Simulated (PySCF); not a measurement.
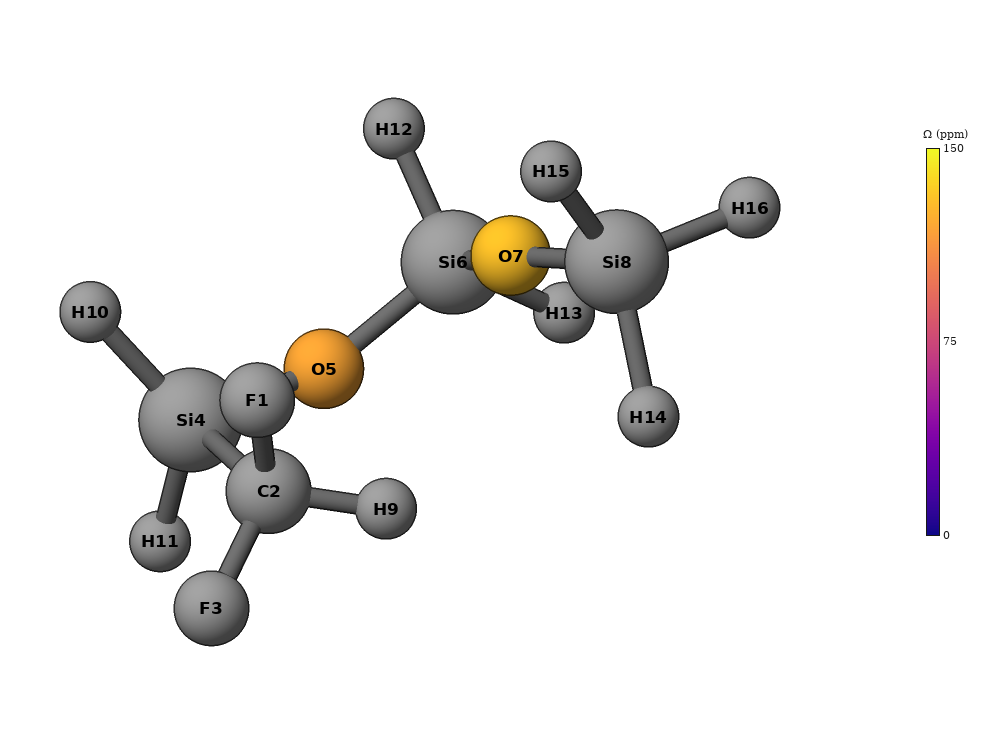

The O atoms are coloured by the span of their shielding tensor. Geometry: a frame of a GFN2-xTB molecular-dynamics simulation, not a minimum. Properties computed with GIAO PBE0/pcSseg-1 NMR shielding, non-relativistic, gas phase (PySCF 2.14.0). Principal shieldings σ11 ≤ σ22 ≤ σ33, span Ω = σ33 − σ11, skew κ = 3(σiso − σ22)/Ω.

Give the shielding tensors of the O atoms.

```json
{"atom": "O5", "σ11": "213.5", "σ22": "264.5", "σ33": "333.4", "σiso": "270.5", "Ω": "119.9", "κ": "0.15"}
{"atom": "O7", "σ11": "228.5", "σ22": "287.0", "σ33": "359.1", "σiso": "291.5", "Ω": "130.6", "κ": "0.10"}
```

Shieldings and span in ppm.
